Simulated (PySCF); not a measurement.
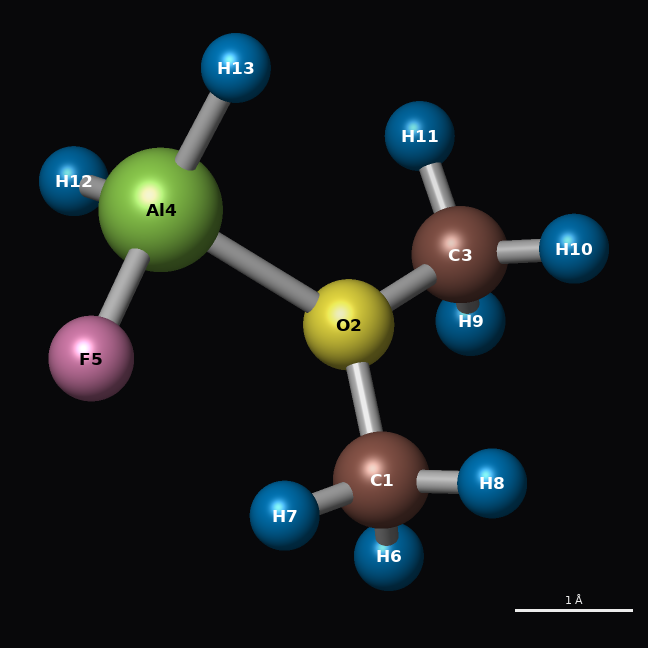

Computed geometry: PBE0-D3(BJ)/def2-SVP optimisation. No frequency run is at hand to confirm it as a minimum.

How are the neighbours of atom 2 arranged?

O2 has 3 neighbours (C1 at 1.42, C3 at 1.41, Al4 at 1.98 Å); the arrangement is trigonal planar.

What is the geometry at C1?

C1 has 4 neighbours (O2 at 1.42, H6 at 1.10, H7 at 1.10, H8 at 1.10 Å); the arrangement is tetrahedral.

What is the geometry at C3?

C3 has 4 neighbours (O2 at 1.41, H9 at 1.10, H10 at 1.10, H11 at 1.10 Å); the arrangement is tetrahedral.

What is the dihedral angle C1–O2–Al4–F5?

0° in size, that is syn (eclipsed).
